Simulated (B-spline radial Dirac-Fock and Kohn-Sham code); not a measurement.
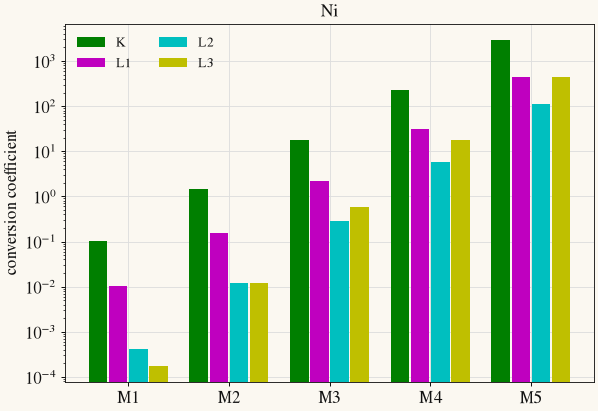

Fig. 1. Internal conversion coefficients by shell for magnetic multipoles at a transition energy of 71.9 keV (K and L shells). The figure is for nickel (Z = 28). Method: a Dirac–Hartree–Slater potential of the neutral atom, no hole, surface-current nucleus (computed with a radial B-spline solver).

The shells shown sum to 0.114 (M1), 1.60 (M2), 21.1 (M3), 283 (M4), 3910 (M5). The largest bar is K for M1, K for M2, K for M3, K for M4, K for M5.
